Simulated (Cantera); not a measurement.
Feed: 1 mol Al(CH3)3, 32 mol H2O, 170 mol H2, 0.95 mol NH3, at 2.03 Torr.

Method: chemical equilibrium by Gibbs-energy minimisation in Cantera with the NASA 1993 tables (ideal gas, pure condensed phases). Candidate condensed phases: Al, AlN, Al2O3, C, C6H6, C7H8, C8H18, H2O; 148 gas species. The feed counts by its element totals alone. The tables' values for AlOH are old estimates; treat these amounts as uncertain. The numbers say what is thermodynamically allowed, not how fast it happens.

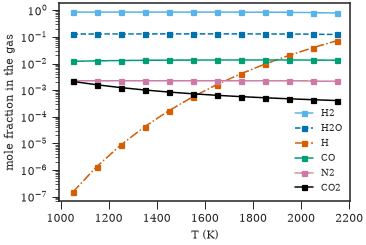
Figure: Equilibrium gas composition (values under 1e-9 drawn at 1e-9)

Read off the mole fractions at 1650 K.

H2 about 0.85, H2O about 0.13, CO about 0.014, N2 about 0.0022, H about 0.0016, CO2 about 0.00064.
